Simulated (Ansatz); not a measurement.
# doublet SiF5 at 6 levels

We compute a comparison of 6 runs (U-revPBE/6-31G*, UB2PLYP/6-31G*, UBHLYP/6-31G*, UCAM-B3LYP/6-31G*, UHSE06/6-31G*, RPA@PBE0/6-31G*) of doublet SiF5. 

The calculation is run with Ansatz 0.2.0.

16 further runs of the same task are left out: 14 that didn't finish, 2 set aside as unsound or not needed. Runs told in other sessions of the task aren't counted.

## 1. The system as given

SiF5: 6 atoms, total charge 0, spin state doublet. SMILES of the parent species: `F[Si-](F)(F)(F)F`. Geometry: relaxed at PBE0-D4/def2-TZVPD. That shape belongs to the parent species and isn't relaxed for this state.

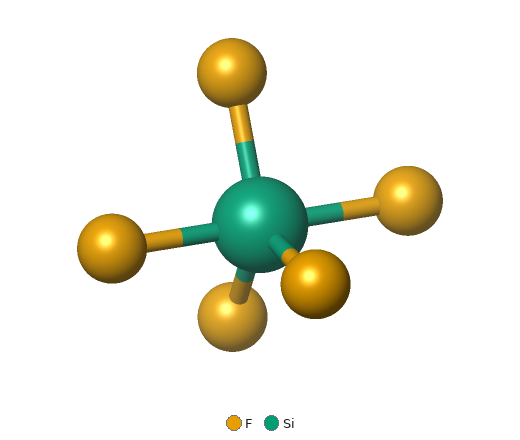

Viewed from a chosen angle; fluorine amber, silicon teal.

## 2. The energy at U-revPBE/6-31G(d) (spherical functions) (run 1)

job.yaml reads:

```yaml
crystal:
  periodic: [false, false, false]
  atoms:
    - symbol: F
      position_ang: [-0.716900, -1.106000, 1.023500]
    - symbol: Si
      position_ang: [-0.000000, -0.000000, -0.000000]
    - symbol: F
      position_ang: [-1.466700, 0.583500, -0.396400]
    - symbol: F
      position_ang: [0.651500, -1.218400, -0.860200]
    - symbol: F
      position_ang: [0.716500, 1.105800, -1.024000]
    - symbol: F
      position_ang: [0.815500, 0.635100, 1.257000]
basis:
  gaussian:
    orbitals: 6-31G_st_-spherical.json
magnetization:
  spin_polarized: true
  initial_magnetization: 1
hamiltonian:
  xc: {name: revPBE}
accuracy: high
output:
  orbitals: {seedname: orbitals}
```

The basis set 6-31G* is read from a file made from the Basis Set Exchange's data (not shown).

On the command line:

```sh
$ ansatz run job.yaml --threads 1 --pin off --max-ram 3480MiB --events-out events.jsonl --progress --plain --runs-dir runs
```

Standard output:

```text
Warning: RAYON_NUM_THREADS=1 ignored (pool sized by the plan → 1); use --threads N
Functional definition: revPBE
  name "revPBE"
  parameter kappa = 1.245
  parameter beta = 0.06672455060314922
  exchange = pbe_x(kappa = kappa, mu = beta*pi^2/3)
  correlation = pbe_c(beta = beta)
1915 factors; integrals over basis functions are off by at most 3.6e-9 eV
mean field evaluation 1: about -21454.3994 eV, gradient 3.4e1 eV
mean field evaluation 2: about -21443.2692 eV, gradient 6.7e1 eV
mean field evaluation 4: about -21456.6102 eV, gradient 1.6e1 eV
mean field evaluation 8: about -21457.0501 eV, gradient 1.3e1 eV
mean field evaluation 16: about -21457.7947 eV, gradient 7.4e-4 eV
mean field evaluation 32: about -21457.7926 eV, gradient 3.8e-1 eV
mean field evaluation 64: about -21456.5906 eV, gradient 8.5e0 eV
mean field -21457.79465579 eV, -788.5594089847 hartree, gradient 2.9e-8 eV, S^2 0.751188; 8 other end points of the search recorded, 0 dependent functions left out
reference -21457.79466019 eV, -788.5594091464 hartree; 30, 29 occupied and 58, 59 virtual orbitals, 1915 factors
Total energy: -21457.79466019 eV, -788.5594091464 hartree
```

Wall time 41 s (1 thread of Arm Neoverse V1, shared host); peak memory 0.3 GiB.

## 3. The energy at UB2PLYP/6-31G(d) (spherical functions) (run 2)

in.yaml reads:

```yaml
crystal:
  periodic: [false, false, false]
  atoms:
    - symbol: F
      position_ang: [-0.716900, -1.106000, 1.023500]
    - symbol: Si
      position_ang: [-0.000000, -0.000000, -0.000000]
    - symbol: F
      position_ang: [-1.466700, 0.583500, -0.396400]
    - symbol: F
      position_ang: [0.651500, -1.218400, -0.860200]
    - symbol: F
      position_ang: [0.716500, 1.105800, -1.024000]
    - symbol: F
      position_ang: [0.815500, 0.635100, 1.257000]
basis:
  gaussian:
    orbitals: 6-31G_st_-spherical.json
magnetization:
  spin_polarized: true
  initial_magnetization: 1
hamiltonian:
  xc: {name: B2PLYP}
correlation:
  frozen_orbitals: {F: 1, Si: 5}
accuracy: high
output: {orbitals: {seedname: orbitals}}
```

The basis set 6-31G* is read from a file made from the Basis Set Exchange's data (not shown).

On the command line:

```sh
$ ansatz run in.yaml --threads 1 --pin off --max-ram 3480MiB --events-out events.jsonl --progress --plain --runs-dir runs
```

Standard output, shortened:

```text
Warning: RAYON_NUM_THREADS=1 ignored (pool sized by the plan → 1); use --threads N
Functional definition: B2PLYP
  name "B2PLYP"
[...]
1915 factors; integrals over basis functions are off by at most 3.6e-9 eV
[...]
mean field -21441.15316419 eV, -787.9478454484 hartree, gradient 3.0e-8 eV, S^2 0.761607; 12 other end points of the search recorded, 0 dependent functions left out
10 core orbitals not correlated: weight in the atoms' cores, before any rotation towards them, 1.000 or more for the frozen orbitals, at most 0.000 for the correlated occupied ones
reference -21441.15318684 eV, -787.9478462809 hartree; 20, 19 occupied and 58, 59 virtual orbitals, 1915 factors
second order -32.74812179 eV of doubles, -0.00000000 eV of singles
Total energy: -21449.99517973 eV, -788.2727835260 hartree
```

Wall time 1.9 min (1 thread of Arm Neoverse V1, shared host); peak memory 0.49 GiB.

Runs 3 to 5 aren't shown in full; the table further down has their settings and results.

## 4. A single-point energy at RPA@PBE0/6-31G(d) (spherical functions) (run 6)

in.yaml reads:

```yaml
crystal:
  periodic: [false, false, false]
  atoms:
    - {symbol: F, position_ang: [-0.716900, -1.106000, 1.023500]}
    - {symbol: Si, position_ang: [-0.000000, -0.000000, -0.000000]}
    - {symbol: F, position_ang: [-1.466700, 0.583500, -0.396400]}
    - {symbol: F, position_ang: [0.651500, -1.218400, -0.860200]}
    - {symbol: F, position_ang: [0.716500, 1.105800, -1.024000]}
    - {symbol: F, position_ang: [0.815500, 0.635100, 1.257000]}
basis:
  gaussian:
    orbitals: 6-31G_st_-spherical.json
magnetization:
  spin_polarized: true
  initial_magnetization: 1
hamiltonian:
  xc: pbe0
accuracy: high
correlation:
  method: rpa
  frozen_orbitals: {F: 1, Si: 5}
```

The basis set 6-31G* is read from a file made from the Basis Set Exchange's data (not shown).

On the command line:

```sh
$ ansatz run in.yaml --threads 1 --pin off --max-ram 3480MiB --events-out events.jsonl --progress --plain --runs-dir runs
```

Standard output, shortened:

```text
Warning: RAYON_NUM_THREADS=1 ignored (pool sized by the plan → 1); use --threads N
Functional definition: PBE0
  name "PBE0"
[...]
1915 factors; integrals over basis functions are off by at most 3.6e-9 eV
[...]
mean field -21447.60439508 eV, -788.1849238107 hartree, gradient 2.5e-8 eV, S^2 0.754242; 13 other end points of the search recorded, 0 dependent functions left out
10 core orbitals not correlated: weight in the atoms' cores, before any rotation towards them, 1.000 or more for the frozen orbitals, at most 0.000 for the correlated occupied ones
reference -21390.67837098 eV, -786.0929310110 hartree; 20, 19 occupied and 58, 59 virtual orbitals, 1915 factors
Total energy: -21426.56641879 eV, -787.4117924424 hartree
```

It took 81 s on 1 thread of Arm Neoverse V1, shared host; peak memory 0.47 GiB.

## 5. The series

```csv
run,level,frozen core orbitals,energy (Eh),HOMO energy (eV),⟨S²⟩,wall time
1,U-revPBE/6-31G* (spherical functions),–,-788.559409,-9.26,0.751,41 s
2,UB2PLYP/6-31G* (spherical functions),10,-788.272784,-12.26,0.762,1.9 min
3,UBHLYP/6-31G* (spherical functions),–,-788.577274,-12.44,0.760,2.4 min
4,UCAM-B3LYP/6-31G* (spherical functions),–,-788.664298,-12.64,0.755,83 s
5,UHSE06/6-31G* (spherical functions),–,-788.160124,-11.02,0.754,66 s
6,RPA@PBE0/6-31G* (spherical functions),10,-787.411792,–,0.754,81 s
```

## 6. Outcome

```
                                quantity          value
                     run 6: total energy  -787.41179 Eh
 run 6: RPA correlation energy (valence)    -1318.9 mEh
run 6: ⟨S²⟩ of the reference determinant          0.754
```

In words: Totals of different functionals can't be ranked against each other. All runs together took 8.8 min, the longest 2.4 min.
